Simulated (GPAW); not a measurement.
Consider ZnFe3C (Pm-3m).

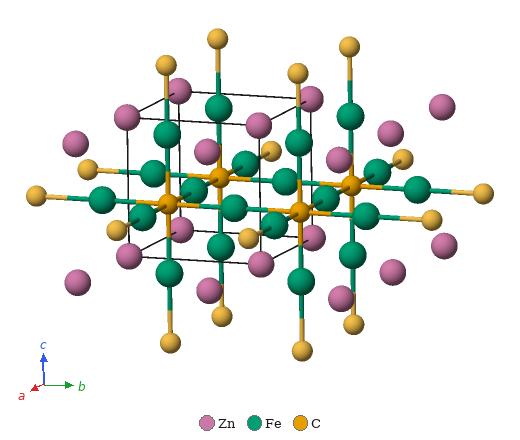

The structure (zinc pink, iron teal, carbon orange). 2×2×1 cells are drawn. Some periodic images of atoms are drawn too.

```xyz
5
Lattice="3.7729 0.0000 0.0000 0.0000 3.7729 0.0000 0.0000 0.0000 3.7729" Properties=species:S:1:pos:R:3 pbc="T T T"
Zn    0.0000    0.0000    0.0000
Fe    1.8864    1.8864    0.0000
Fe    0.0000    1.8864    1.8864
Fe    1.8864    0.0000    1.8864
C     1.8864    1.8864    1.8864
```

Absorber: atom 1, with 12 Fe at 2.67 Å (cuboctahedral, site symmetry m-3m). Method: GPAW, LDA, excited-electron core hole (neutral cell), 20-atom cell with 6.5 Å between holes, 3×3×3 k points, dipole transitions, Gaussian full width 1.67 eV up to 4 eV, rising linearly to 3.5 eV at 25 eV.

Q: Predict the near-edge structure at the Zn K edge.

Main maxima up to 30 eV above the zero (height): 4.6 eV (1.94) and 15.4 eV (1.77). A K edge sees empty p states on the absorber. The total-energy difference is 9640.33 eV. The tabulated edge of the element is 9659 eV. The functional leaves an error in such absolute values: in the free atom LDA prices this hole 19.1 eV below PBE (computed apart), and PBE is itself good to a few eV.

The Zn K spectrum (energy from the lowest empty level; intensity scaled to a mean of 1 over the first 20 eV):

```tsv
E (eV)	intensity
-2.0	0.00
-0.5	0.07
1.0	0.28
2.5	0.50
4.0	1.58
5.5	1.48
7.0	0.55
8.5	0.41
10.0	0.52
11.5	0.68
13.0	0.94
14.5	1.62
16.0	1.72
17.5	1.60
19.0	1.22
20.5	0.75
22.0	0.63
23.5	0.60
25.0	0.58
26.5	0.49
28.0	0.42
29.5	0.51
31.0	0.61
```

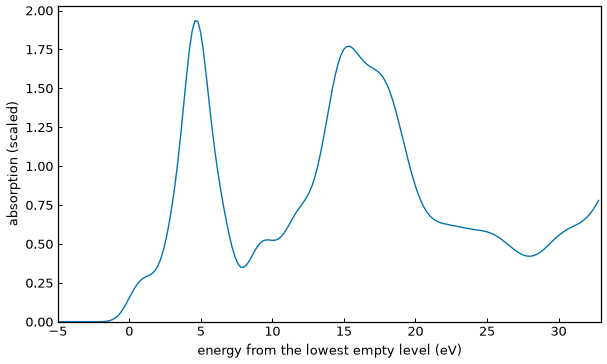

The Zn K edge.

The hole lies in one spin channel, while the script sums the empty states of both and takes the lower zero; where the two channels are split, this blurs and shifts the curve. The script folds with a Gaussian, whereas the core hole's own line is a Lorentzian, so the onset is too steep and the first peak too high. The spins start ferromagnetically in a simple order, which needn't be the measured one; gap and edge can depend on it. The mesh is coarse (0.39 Å⁻¹ between points), so small maxima may be mesh ripples. Lifetime broadening is put in by hand, and intensities beyond about 20 eV depend on it and on the partial waves; weight that the partial waves miss at high energy is lost. The structure is a computed Materials Project entry and may be a hypothetical form.

[Banner, clock and machine lines of the logs are left out without a mark of their own.]

[Logs are printed without paths, hosts, clocks, repeated set-up lines and the standing remarks that a program may print on its own settings, such as how far it seeks lower states.]

[Hosts, paths, dates, database ids (printed as entryN), source tags and the programs' standing remarks are cut or masked in the printed files.]

[Lists of maxima count a maximum above −3 eV only where it reaches 4 % of the highest in the window and stands out from its surroundings by 2 % of it (1.5 % where it reaches 55 %); shoulders and weaker maxima are passed over, and of the rest the first, up to two pre-edge ones and the few strongest are named.]
